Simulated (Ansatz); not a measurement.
Fields on a plane of TaC (rock salt)

```xyz
2
Lattice="0.0000 2.2379 2.2379 2.2379 0.0000 2.2379 2.2379 2.2379 0.0000" Properties=species:S:1:pos:R:3 pbc="T T T"
C      0.0000     0.0000     0.0000
Ta     2.2379     2.2379     2.2379
```

The slice is a {100} plane (indices of the conventional cell) through the point (0.500, 0.500, 0.500) (fractional), spanned by u = [100] and v = [0 1 -1] in vectors of this cell: u (3.16 Å) and v (3.16 Å, at 90° to u). It covers one period; positions are fractions (u, v).

Atoms on it: C at (0.50, 0.50); Ta at (0.00, 0.00).

These are PBE (plane waves to 420 eV, PAW, scalar-relativistic; Ansatz, an electronic-structure program) values and carry that method's errors. k mesh 18×18×18. These are valence fields of a PAW run, semicore shells included where kept as valence: close to a nucleus they are smooth pseudo fields. Spin-orbit coupling is left out, though Ta is heavy. TaC is run without spin polarisation. TaC was relaxed with its symmetry unable to fall.

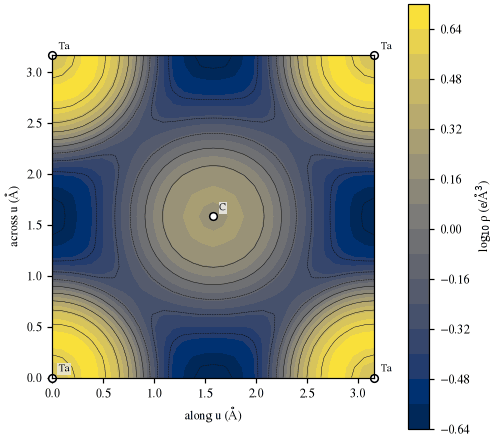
Fig. 1. Log₁₀ of the valence density in e/Å³, one period of the plane, atoms marked. The scale is logarithmic, as a density can span decades between atoms and voids.

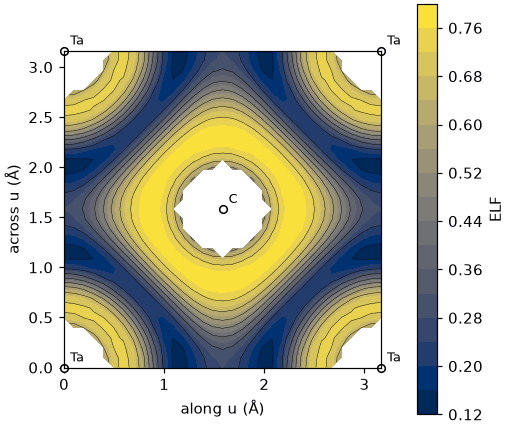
Electron localisation function (ELF), one period of the plane, atoms marked. Points within 0.4 Å of a nucleus are left white, as the pseudised field means little there.

The density on the C–Ta line (2.24 Å) at its density minimum, 1.1 Å from C is 0.55 e/Å³. The ELF at that point is 0.3.
